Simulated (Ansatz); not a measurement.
# NaCdCl3 (model cell, started as cubic perovskite with Cd in the octahedra): a soft mode frozen in, part 2 of 2

Wanted: the energy along a soft mode of NaCdCl3 (model cell, started as cubic perovskite with Cd in the octahedra) and the structure at the end.

Ansatz 0.2.0; DFT r2SCAN, scalar-relativistic, plane waves, PAW; PAW set soft_1.

So far, highest frequency on the path or at a solved wavevector (cm⁻¹): step 2 (the dispersion) 318. Also lowest frequency on the path (cm⁻¹): step 2 -92.8.

The structure was built from a prototype and need not be the compound's stable phase.

## 5. Energy along the mode, all amplitudes (two of the runs are shown above)

An imaginary frequency means negative curvature, so the energy should fall and then rise again as anharmonic terms take over.

This step gave:

```
depth at the lowest point sampled  : 75.01 meV/atom
largest atomic shift at that point : 0.6 Å
```

Energy from the parent against largest atomic shift:

```csv
largest atomic shift (Å),energy from the parent (meV/atom)
0.000,0
0.040,-0.494
0.080,-1.96
0.140,-5.93
0.220,-14.2
0.320,-28.4
0.450,-50.4
0.600,-75.0
```

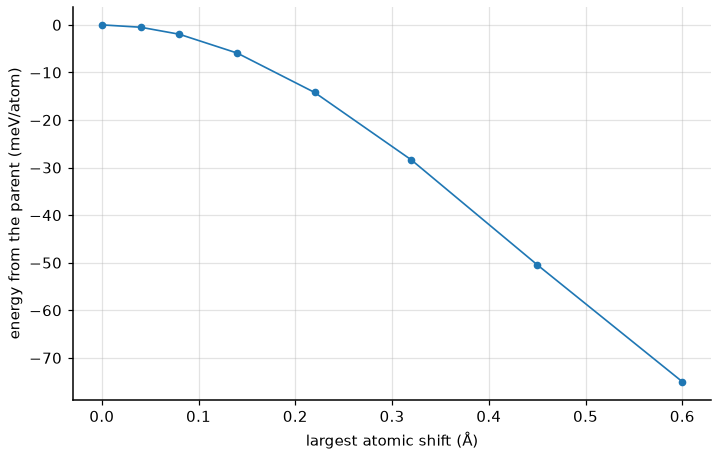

Energy from the parent, plotted against largest atomic shift.

Displacement at unit largest shift by atom:

```csv
atom,x (Å),y (Å),z (Å),size
Na1,0.000,0.000,0.000,0.000
Na2,0.000,0.000,0.000,0.000
Cd3,0.000,0.000,0.000,0.000
Cd4,0.000,0.000,0.000,0.000
Cl5,0.707,0.707,0.000,1.000
Cl6,-0.707,-0.707,0.000,1.000
Cl7,-0.707,0.000,-0.707,1.000
Cl8,0.707,0.000,0.707,1.000
Cl9,0.000,0.707,-0.707,1.000
Cl10,0.000,-0.707,0.707,1.000
```

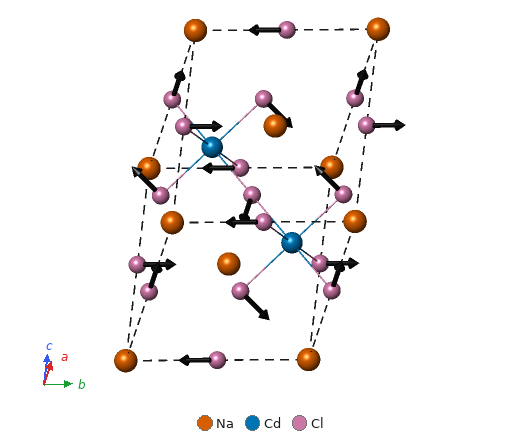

Displacement at unit largest shift as arrows, the longest 1.000 Å. Some periodic images of atoms are drawn too.

The lowest of the steps tried is the last one, at 0.6 Å, 75.0 meV/atom below the parent; the bottom of the well need not coincide with a step.

## 6. Relaxation from the frozen mode

Starting from the lowest point found, all atoms and the cell are let go, so that strain and other modes of the same symmetry can join in.

File input.yaml:

```yaml
crystal:
  lattice:
    - [5.169590516, 5.169590516, 0.0]
    - [5.169590516, 0.0, 5.169590516]
    - [5.169590516, 0.0, -5.169590516]
  atoms:
    - { symbol: Na, position: [0.0, 0.0, 0.0] }
    - { symbol: Na, position: [0.0, 0.5, 0.5] }
    - { symbol: Cd, position: [0.5, 0.25, 0.75] }
    - { symbol: Cd, position: [0.5, 0.75, 0.25] }
    - { symbol: Cl, position: [0.5820691827, 0.0, 0.0] }
    - { symbol: Cl, position: [0.4179308173, 0.5, 0.5] }
    - { symbol: Cl, position: [0.0, 0.4179308173, 0.0] }
    - { symbol: Cl, position: [0.0, 0.0820691827, 0.5] }
    - { symbol: Cl, position: [0.5820691827, -0.0820691827, 0.5] }
    - { symbol: Cl, position: [0.4179308173, 0.5820691827, 0.0] }
kpoints:
  mp_grid: { grid: [4, 4, 4] }
hamiltonian:
  xc: r2scan
  pseudopotentials: { kind: paw, azcp: { folder: soft_1 } }
scf:
  occupations: { method: fixed }
output:
  forces: true
  stress: true
  eigenvalues: true
relax:
  adjacent_minimum: "off"
  f_tol: 0.002
  max_steps: 120
  cell: { stress_tol: 0.03 }
```

On the command line:

```sh
> ansatz run input.yaml --threads 4 --pin off --max-ram 16384MiB --backend cpu --events-out ev --progress --plain --runs-dir out
```

Numbers of over 12 decimals in the logs are rounded to 6 here.

The program printed:

```text
[...]
Crystal: 10 atoms, lattice volume = 276.311 Å³
Basis set: ecut = 500 eV, 6975 PW (Γ), exchange–correlation on 216×216×216 points (64 copies of the dense FFT grid, shifted against one another)
Bands: 60, of which v1, the nominal top of the filled ones, is band 50 counted from 1 (49 counted from 0)
Symmetry: 12 space group operations
[...]
k-points: 13 of 64
[...]
SCF iter   1: F=—  HF=-26034.749208 eV  |F-HF|=—  |Δ(HF+E_count)|=         —  Δρ=6.78e-2  dr2=1.13e1  dr2_τ=3.26e-2  ethr=3.10e-3  ⟨swp⟩=5.0  Hψ=2547  notcnv=0  defer=97
[...]
SCF iter   8: F=-26030.536801 eV  HF=-26030.536801 eV  |F-HF|=1.18e-8  |Δ(HF+E_count)|=   5.71e-7  Δρ=3.34e-6  dr2=2.64e-8  dr2_τ=2.58e-9  ethr=1.00e-10  ⟨swp⟩=18.5  Hψ=5044  notcnv=0
SCF 1 converged in 8 iterations: F = -26030.536801 eV  dr2 = 2.64e-8
[...]
relax step   1: F+E_penalty+E_count = -26030.53680058 eV  Δ(F+E_penalty+E_count) = +0.000e0 eV  max|allowed force component| = 1.692e-1 eV/Å  Δτ_max = 0.0000 Å  P = -2.148 GPa  Ω = 276.311 Å³  (8 SCF iters, dr2 threshold 1.00e-7 eV, accepted)
Crystal: 10 atoms, lattice volume = 260.725 Å³
Basis set: ecut = 500 eV, 6615 PW (Γ), exchange–correlation on 216×216×216 points (64 copies of the dense FFT grid, shifted against one another)
[...]
iter 1 solved again at ethr=4.23e-5 eV; its pass at ethr=3.10e-3 eV (dr2=4.23e-2 eV) is discarded
[...]
SCF iter   7: F=-26030.809141 eV  HF=-26030.809141 eV  |F-HF|=1.48e-8  |Δ(HF+E_count)|=   1.18e-6  Δρ=5.86e-6  dr2=5.58e-8  dr2_τ=7.08e-9  ethr=1.00e-9  ⟨swp⟩=15.5  Hψ=4684  notcnv=0
SCF 2 converged in 7 iterations: F = -26030.809141 eV  dr2 = 5.58e-8
[...]
relax step   2: F+E_penalty+E_count = -26030.80914078 eV  Δ(F+E_penalty+E_count) = -2.723e-1 eV  max|allowed force component| = 1.855e-1 eV/Å  Δτ_max = 0.0829 Å  P = -0.794 GPa  Ω = 260.725 Å³  energy of the carried Pulay correction = +2.465e-3 eV  (7 SCF iters, dr2 threshold 1.00e-6 eV, accepted)
Crystal: 10 atoms, lattice volume = 247.131 Å³
Basis set: ecut = 500 eV, 6255 PW (Γ), exchange–correlation on 216×216×216 points (64 copies of the dense FFT grid, shifted against one another)
[...]
SCF iter   7: F=-26031.005098 eV  HF=-26031.005098 eV  |F-HF|=2.85e-8  |Δ(HF+E_count)|=   5.03e-6  Δρ=1.09e-5  dr2=1.76e-7  dr2_τ=2.12e-8  ethr=1.00e-9  ⟨swp⟩=17.1  Hψ=4783  notcnv=0
SCF 3 converged in 7 iterations: F = -26031.005098 eV  dr2 = 1.76e-7
[...]
relax step   3: F+E_penalty+E_count = -26031.00509809 eV  Δ(F+E_penalty+E_count) = -1.960e-1 eV  max|allowed force component| = 3.831e-2 eV/Å  Δτ_max = 0.1950 Å  P = +0.286 GPa  Ω = 247.131 Å³  energy of the carried Pulay correction = +4.736e-3 eV  (7 SCF iters, dr2 threshold 1.00e-6 eV, accepted)
[...]
relax step   4: F+E_penalty+E_count = -26031.00850989 eV  Δ(F+E_penalty+E_count) = -3.412e-3 eV  max|allowed force component| = 2.317e-2 eV/Å  Δτ_max = 0.0350 Å  P = -0.057 GPa  Ω = 250.032 Å³  energy of the carried Pulay correction = +4.241e-3 eV  (6 SCF iters, dr2 threshold 3.02e-7 eV, accepted)
[...]
relax step   5: F+E_penalty+E_count = -26031.01010612 eV  Δ(F+E_penalty+E_count) = -1.596e-3 eV  max|allowed force component| = 1.750e-3 eV/Å  Δτ_max = 0.0122 Å  P = +0.003 GPa  Ω = 249.375 Å³  energy of the carried Pulay correction = +4.353e-3 eV  (6 SCF iters, dr2 threshold 3.35e-8 eV, accepted)
[...]
SCF iter   6: F=-26031.006215 eV  HF=-26031.006215 eV  |F-HF|=7.28e-12  |Δ(HF+E_count)|=  2.91e-11  Δρ=1.29e-7  dr2=2.35e-11  dr2_τ=4.16e-12  ethr=1.00e-12  ⟨swp⟩=16.8  Hψ=5431  notcnv=0
SCF 6 converged in 6 iterations: F = -26031.006215 eV  dr2 = 2.35e-11
relax step   6: F+E_penalty+E_count = -26031.00621527 eV  Δ(F+E_penalty+E_count) = +3.891e-3 eV  max|allowed force component| = 1.681e-3 eV/Å  Δτ_max = 0.0000 Å  P = -0.002 GPa  Ω = 249.375 Å³  stress off target by 1.09e-2 GPa  SCF on the basis re-selected at this cell (its energy is not comparable with the rows above)  (6 SCF iters)
basis re-selected at this cell: Δ(F+E_penalty+E_count) = +3.891e-3 eV, ΔP = -0.005 GPa vs the last step (what re-selecting the basis moved, of the pressure what is left beyond the Pulay correction that the steps carried, after the strain that the cell walked since its last selection, with what the two solves' SCF thresholds leave and, on support functions, any second-order correction that the steps lacked; it is no m [...]
SCF converged after 6 iterations
Free energy (F): -26031.006215 eV
[...]
Internal energy: -26031.006215 eV  (E = F + TS)
E sigma→0 (E₀):  -26031.006215 eV
Fermi energy:    2.301059 eV
[...]
--- Forces (eV/Å), atoms counted from 1 ---
  atom   1  Na     0.00000000     0.00000000     0.00000000
  atom   2  Na    -0.00000000    -0.00000000    -0.00000000
  atom   3  Cd    -0.00000000    -0.00000000    -0.00000000
  atom   4  Cd     0.00000000    -0.00000000     0.00000000
  atom   5  Cl     0.00168075     0.00168075     0.00000000
  atom   6  Cl    -0.00168075    -0.00168075    -0.00000000
  atom   7  Cl    -0.00168075     0.00000000    -0.00168075
  atom   8  Cl     0.00168075    -0.00000000     0.00168075
  atom   9  Cl     0.00000000     0.00168075    -0.00168075
  atom  10  Cl     0.00000000    -0.00168075     0.00168075
  max |Σ_I F_I| component: 9.54e-18 eV/Å
--- Stress (GPa, compression-positive) ---
       -0.002427      -0.006646      -0.006646
       -0.006646      -0.002427       0.006646
       -0.006646       0.006646      -0.002427
  P = ⅓ Tr σ = -0.0024 GPa (-0.024 kbar)
--- Band table (eV; the first three rows and the last of 13) ---
  k-point 0: bands = [... 46 lower, 1.8706, 2.0605, 2.2806, 2.2806, 5.7698, 8.8810, 9.3855, 10.0130, ... 6 higher]
  k-point 1: bands = [... 46 lower, 1.8533, 1.8533, 2.0782, 2.0782, 6.3828, 8.8285, 9.1658, 10.1297, ... 6 higher]
  k-point 2: bands = [... 46 lower, 1.8161, 1.8161, 1.8161, 1.8161, 7.6046, 7.6046, 9.8996, 9.8996, ... 6 higher]
  k-point 12: bands = [... 46 lower, 1.8297, 1.8297, 2.0231, 2.0231, 7.8109, 7.8109, 9.9965, 9.9965, ... 6 higher]
--- Relaxed structure (5 steps of the walk, 5 accepted, 1 SCFs on fresh bases) ---
  F+E_penalty+E_count = -26031.00621527 eV   max|allowed force component| = 1.681e-3 eV/Å   (the final SCF, on the basis selected at the relaxed cell)
  cell:  # Å, volume = 249.3752 Å³
    - [4.972715, 4.972715, 3.469446951953614e-17]
    - [4.972715, 2.0816681711721685e-17, 4.972715]
    - [5.019162, -0.046447, -5.019162]
  atoms:
    - { symbol: Na, position: [0, 1.3422521343675257e-19, -1.677815167959449e-19] }
    - { symbol: Na, position: [0, 0.5, 0.5] }
    - { symbol: Cd, position: [0.500000, 0.250000, 0.75] }
    - { symbol: Cd, position: [0.500000, 0.750000, 0.250000] }
    - { symbol: Cl, position: [0.616960, 7.766764593342501e-19, -7.624337673034554e-19] }
    - { symbol: Cl, position: [0.383040, 0.500000, 0.500000] }
    - { symbol: Cl, position: [8.673617379884035e-19, 0.383040, 0.0] }
    - { symbol: Cl, position: [-1.0842021724855044e-18, 0.116960, 0.5] }
    - { symbol: Cl, position: [0.616960, -0.116960, 0.500000] }
    - { symbol: Cl, position: [0.383040, 0.616960, 0.0] }
```

Wall time 41 s (4 threads of Arm Neoverse V2, shared host); peak memory 1.4 GiB; 2.7 min of CPU time.

Step by step:

```csv
step,energy less that of the first step (eV),largest force component (eV/Å),pressure (GPa),volume (Å³)
1,0.0000,0.1692,-2.15,276.31
2,-0.2723,0.1855,-0.79,260.72
3,-0.4683,0.0383,0.29,247.13
4,-0.4717,0.0232,-0.06,250.03
5,-0.4733,0.0018,0.00,249.38
6*,-0.4694,0.0017,0.00,249.38
```

Relaxation steps marked * repeat the geometry before them on a plane-wave basis chosen anew for their cell, so energy and pressure can jump there.

Forces are held to the 12 operations that the run works with; a distortion that breaks them can't arise in this run.

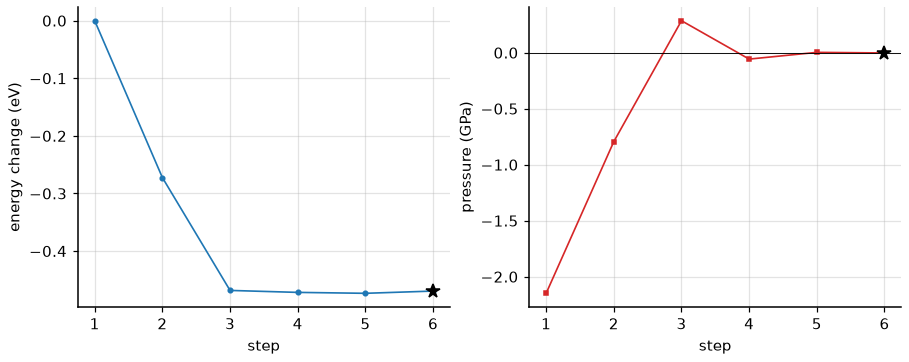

Energy and pressure along the relaxation. Stars mark steps on a basis chosen anew.

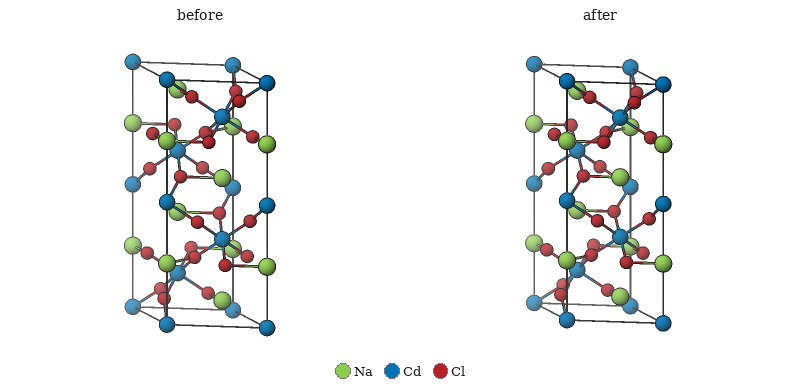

Before and after, at one scale. Bonds to atoms that aren't drawn are left out.

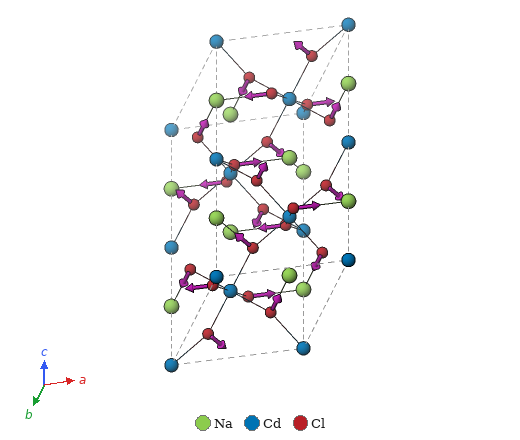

Displacements in the relaxation, exaggerated, measured against the changing cell; the longest in the cell stands for 0.25 Å. Bonds to atoms that aren't drawn are left out. Some periodic images of atoms are drawn too.

```csv
"conventional cell, symmetrised",before,after,change
a (Å),7.311,7.032,-3.8 %
b (Å),7.311,7.032,-3.8 %
c (Å),17.908,17.467,-2.5 %
volume (Å³/atom),27.63,24.94,-9.7 %
```

The atoms that moved most (Å, as changes of fractional coordinates times the final cell):

```csv
atom,dx,dy,dz,length
Cl5,0.174,0.174,0.000,0.245
Cl8,0.174,0.000,0.174,0.245
Cl9,0.000,0.174,-0.174,0.245
Cl10,0.000,-0.174,0.174,0.245
Cl6,-0.174,-0.174,0.000,0.245
Cl7,-0.174,0.000,-0.174,0.245
```

This step gave:

- pressure: -0.002427 GPa
- gap on the k-mesh: 3.469 eV
- volume per atom: 24.94 Å³

The distorted start has space group R-3c; the relaxation ends in R-3c.

## 7. The new phase in its own primitive cell

The relaxed structure is symmetrised, reduced to its primitive cell and relaxed tightly, as its phonons need.

File input.yaml:

```yaml
crystal:
  lattice:
    - [3.5162407417, 2.0301025387, 5.8224448903]
    - [-3.5162407417, 2.0301025387, 5.8224448903]
    - [0.0, -4.0602050775, 5.8224448903]
  atoms:
    - { symbol: Na, position: [0.75, 0.75, 0.75] }
    - { symbol: Na, position: [0.25, 0.25, 0.25] }
    - { symbol: Cd, position: [0.5, 0.5, 0.5] }
    - { symbol: Cd, position: [0.0, 0.0, 0.0] }
    - { symbol: Cl, position: [0.3669602376, 0.75, 0.1330397624] }
    - { symbol: Cl, position: [0.6330397624, 0.25, 0.8669602376] }
    - { symbol: Cl, position: [0.1330397624, 0.3669602376, 0.75] }
    - { symbol: Cl, position: [0.8669602376, 0.6330397624, 0.25] }
    - { symbol: Cl, position: [0.25, 0.8669602376, 0.6330397624] }
    - { symbol: Cl, position: [0.75, 0.1330397624, 0.3669602376] }
kpoints:
  mp_grid: { grid: [6, 6, 6] }
hamiltonian:
  xc: r2scan
  pseudopotentials: { kind: paw, azcp: { folder: soft_1 } }
scf:
  occupations: { method: fixed }
output:
  forces: true
  stress: true
  eigenvalues: true
relax:
  adjacent_minimum: "off"
  f_tol: 0.001
  max_steps: 60
  cell: { stress_tol: 0.01 }
```

The program printed:

```text
[...]
Crystal: 10 atoms, lattice volume = 249.375 Å³
Basis set: ecut = 500 eV, 6279 PW (Γ), exchange–correlation on 216×216×216 points (64 copies of the dense FFT grid, shifted against one another)
Bands: 60, of which v1, the nominal top of the filled ones, is band 50 counted from 1 (49 counted from 0)
Symmetry: 12 space group operations
[...]
k-points: 32 of 216
[...]
- { symbol: Na, position: [0.25, 0.25, 0.25] }
    - { symbol: Cd, position: [0.5, 0.5, 0.5] }
    - { symbol: Cd, position: [0, 0, 0] }
    - { symbol: Cl, position: [0.367025, 0.75, 0.132975] }
    - { symbol: Cl, position: [0.632975, 0.250000, 0.867025] }
    - { symbol: Cl, position: [0.132975, 0.367025, 0.75] }
    - { symbol: Cl, position: [0.867025, 0.632975, 0.250000] }
    - { symbol: Cl, position: [0.250000, 0.867025, 0.632975] }
    - { symbol: Cl, position: [0.75, 0.132975, 0.367025] }
[key lines of the parts left out:]
SCF converged after 6 iterations
Free energy (F): -26031.006234 eV
Fermi energy:    2.299556 eV
P = ⅓ Tr σ = -0.0042 GPa (-0.042 kbar)
```

Elapsed: 43 s, on 4 threads; peak memory 1.5 GiB; 2.8 min of CPU time.

Little changed from the start: no atom moved by 0.005 Å and no cell edge by 0.1 %.

Numbers from this step:

- pressure: -0.004245 GPa
- direct gap on mesh: 3.490 eV

The largest force component left is 0.77 meV/Å and the pressure is -0.004 GPa, within the tolerances set. The cell now holds 24.94 Å³/atom.

## 8. Results

```
unstable mode of the parent                                                      : q = (-0.5, -0.5, -0.5), 89i cm⁻¹
depth at the lowest point sampled                                                : 75.0 meV/atom
largest atomic shift at that point                                               : 0.6 Å
space group reached (within 0.01 Å)                                              : R-3c
energy gained over the parent (first relaxation, on the mesh of the frozen mode) : 122 meV/atom
volume per atom, phase reached                                                   : 24.9 Å³
gap on the k-mesh, phase reached                                                 : 3.47 eV
```

In words: Along this mode the structure falls into R-3c, 122 meV/atom below the parent. At the parent's cell the well is 75.01 meV/atom deep on the steps tried, with its lowest point at a shift of 0.6 Å. That is the last step tried, so the steps alone don't bracket the bottom of the well. Relaxing atoms and cell changes the gain by +46.94 meV/atom against the lowest step (energies at zero smearing). The modes of the phase reached were not computed on this path. Of the 6 patterns followed to their end from this parent, this one ends 3.96 meV/atom above the lowest, Imma. Each path keeps the symmetry of its pattern, so a lower phase may lie along a pattern not tried. The starting cell was built on a prototype and not taken from a measurement, so the phase need not exist.

[Logs are printed without paths, hosts, clocks, repeated set-up lines and the standing remarks that a program may print on its own settings, such as how far it seeks lower states.]

[Hosts, paths, dates, database ids (printed as entryN), source tags and the programs' standing remarks are cut or masked in the printed files.]
